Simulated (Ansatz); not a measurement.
**CH6OSi2 (SMILES [SiH3]C1O[SiH2]1): density, localisation and related maps**

Input file:

```
crystal:
  periodic: [false, false, false]
  atoms:
    - {symbol: Si, position_ang: [-0.128802, 1.521376, 0.272078]}
    - {symbol: C, position_ang: [-0.252149, -0.319140, 0.552737]}
    - {symbol: O, position_ang: [1.069743, -1.014605, 0.624569]}
    - {symbol: Si, position_ang: [0.212647, -1.548218, -0.692110]}
    - {symbol: H, position_ang: [-1.498036, 2.060905, 0.052111]}
    - {symbol: H, position_ang: [0.482194, 2.212731, 1.438385]}
    - {symbol: H, position_ang: [0.704794, 1.777568, -0.931617]}
    - {symbol: H, position_ang: [-0.921933, -0.650598, 1.348451]}
    - {symbol: H, position_ang: [0.710017, -1.156108, -2.027391]}
    - {symbol: H, position_ang: [-0.295573, -2.935210, -0.634314]}
basis:
  gaussian: {orbitals: def2-TZVPP}
hamiltonian: {xc: pbe0, dispersion: d4}
output: {orbitals: {seedname: orbitals}}
```

Launched as:

```sh
ansatz run in.yaml --threads 2 --pin off --events-out ev --progress --plain --max-ram 4352MiB
```

Geometry: PBE0-D4/def2-TZVP.

Computed with RKS PBE0-D4/def2-TZVPP in Ansatz.

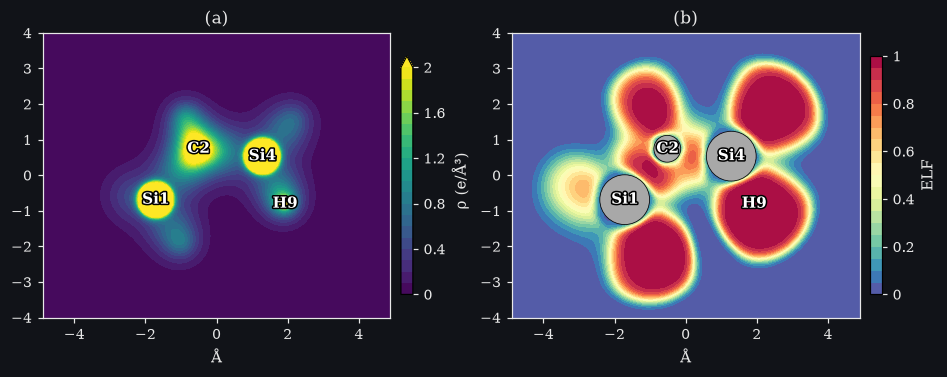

Figure 1. (a) electron density; (b) ELF on the plane of atoms C2, Si4 and H9. Grey discs cover the atomic cores in the ELF map.

Question: Interpret the plot.

Answer:
- Atoms in the plane: Si, C and H.
- C–Si (1.81 Å): ρ is about 0.91 e/Å³ halfway; the ELF peaks at about 0.80 between the atoms; a covalent bond.
- C–Si (1.87 Å): ρ at the midpoint is about 0.99 e/Å³; the ELF peaks at about 0.95 between the atoms: localised, covalent bonding.
- Si–H (1.48 Å): the density is about 0.84 e/Å³ at the midpoint; the ELF climbs to about 1 towards the hydrogen, as it does in any bond to H.

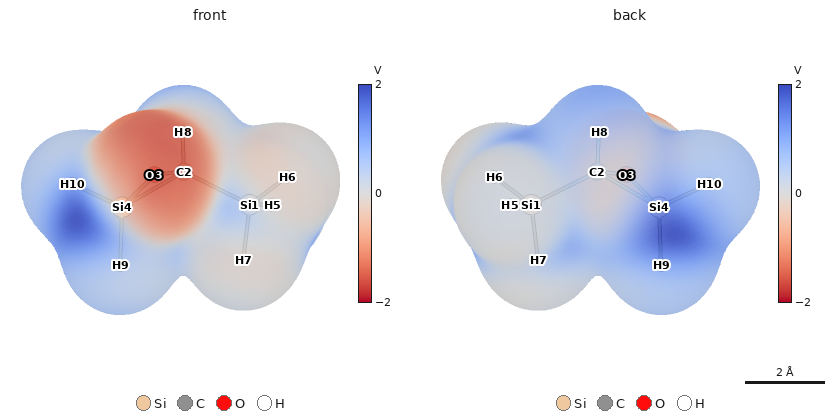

Figure 2. The molecular electrostatic potential painted on the density surface at 0.002 e/bohr³, seen from the front and from behind; red is negative and blue positive.

Question: Which sites attract a positive test charge, and which a negative one?

Answer: A positive charge is drawn to the negative regions and a negative charge to the positive ones. The most negative region (about −1.5 V, or −35 kcal/mol for a unit charge) lies over O3, the most positive (about +1.9 V, or +44 kcal/mol for a unit charge) over Si4. O3 is the likeliest acceptor of a hydrogen bond.

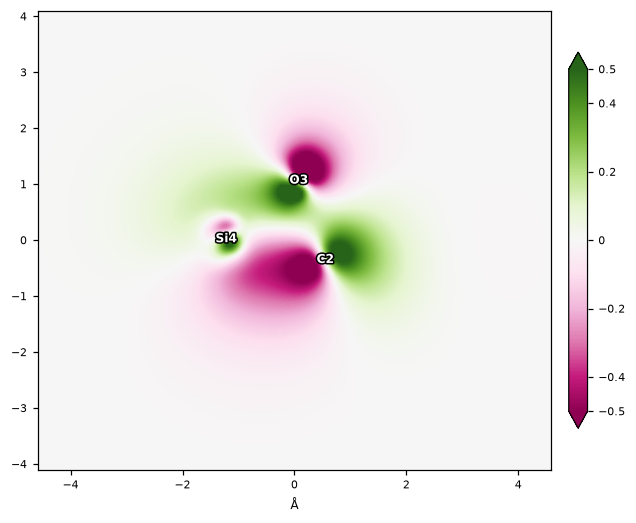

Figure 3. One frontier orbital on the plane of atoms O3, C2 and Si4 (values in Å⁻³ᐟ²; the overall sign is arbitrary).

Question: Which orbital is it: HOMO or LUMO?

Answer: The HOMO, at −7.67 eV. By Hirshfeld shares it lies mainly on C2 (about 30 %), O3 (about 25 %), Si4 (about 25 %) and Si1 (about 10 %).
